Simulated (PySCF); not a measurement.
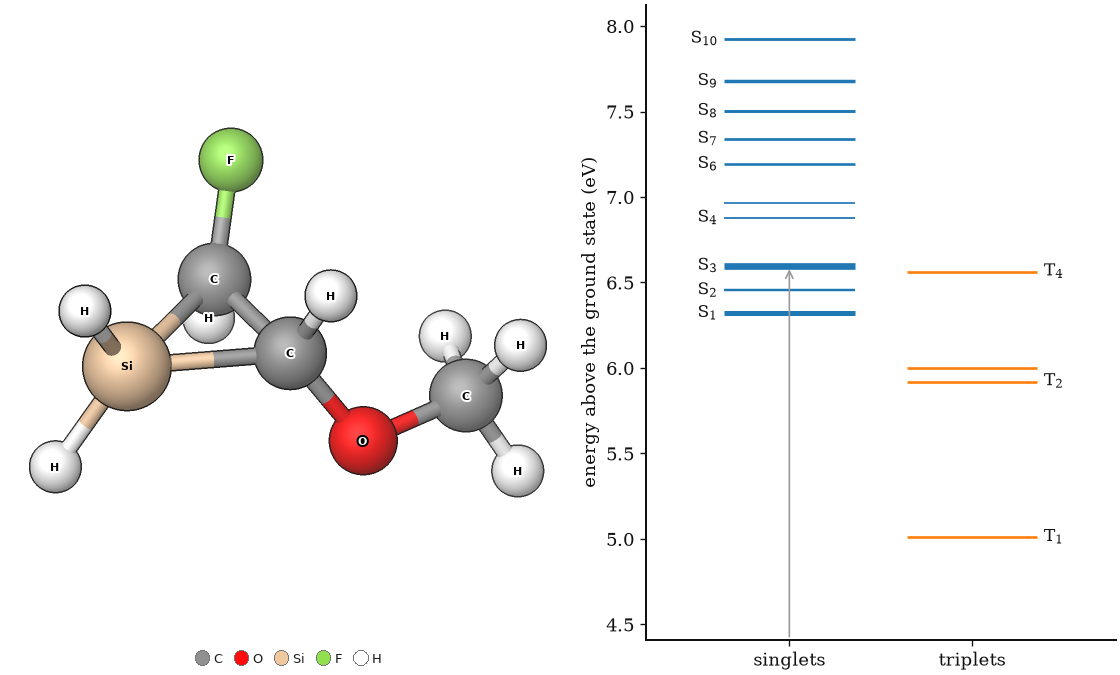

State diagram of C₃H₇FOSi, SMILES CO[C@@H]1[SiH2][C@H]1F. Vertical TDDFT excitations, CAM-B3LYP/def2-SVPD with PySCF 2.14.0, at a PBE0-D3(BJ)/def2-SVP geometry (no frequency check), gas phase. Triplets in the Tamm-Dancoff approximation; only the lowest 10 singlets and 4 triplets were computed. Thicker singlet lines are brighter; the arrow marks the brightest. S0, at zero, lies below the range drawn.

### What are the energy, strength and character of the state that the arrow marks?

S3 at 6.60 eV (188 nm), f = 0.109, mainly HOMO−1 → LUMO (73 %).

### What character does the calculation give T1?

Mainly HOMO → LUMO (80 %).

### How many of the triplet levels drawn lie below S1?

3 of 4 (T1 5.01 eV, T2 5.92 eV, T3 6.00 eV, T4 6.56 eV; S1 6.32 eV).

Note: one conformer of a flexible molecule; core orbitals are frozen in the response.
